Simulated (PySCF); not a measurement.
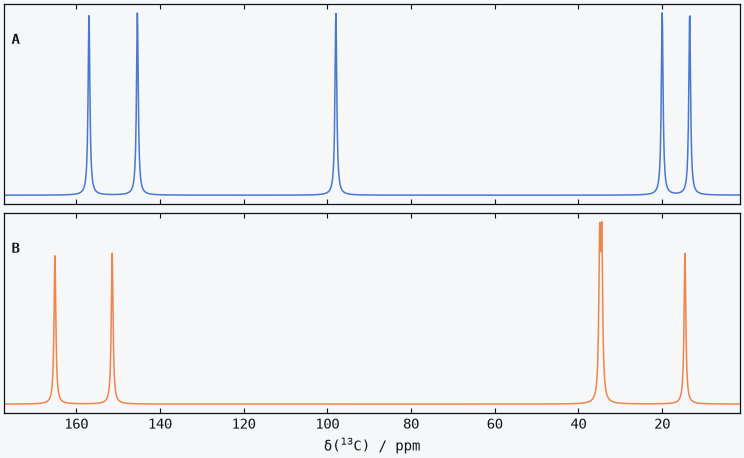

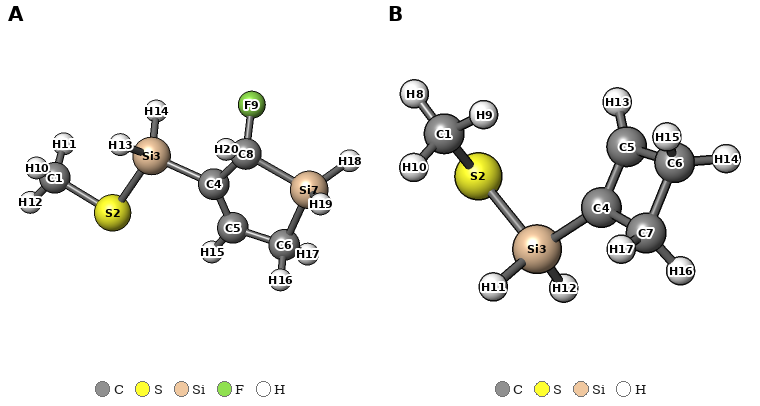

Related molecules: A is C₅H₁₁FSSi₂, SMILES CS[SiH2]C1=CC[SiH2][C@H]1F; B is C₅H₁₀SSi, SMILES CS[SiH2]C1=CCC1. GIAO ¹³C shifts against TMS, PBE0/pcSseg-1, PySCF 2.14.0, at a GFN2-xTB geometry (no frequency check); fully decoupled, line heights follow the number of nuclei within a panel, widths are arbitrary (no quadrupolar broadening); values of one conformer, averaged over methyl-type rotors and exact or near symmetry; other conformers aren't averaged in.

Question: Assign the ¹³C signals of each molecule.

Answer: A: 156.9 (C5); 145.4 (C4); 98.0 (C8); 20.0 (C6); 13.4 (C1)
B: 165.1 (C5); 151.4 (C4); 34.9 (C6); 34.4 (C7); 14.5 (C1)

The order of signals that lie close, as those under 2 ppm apart, is within the error of the method.

Limits of at least one run: the tight-binding geometry is rougher than a DFT one and adds to the error.
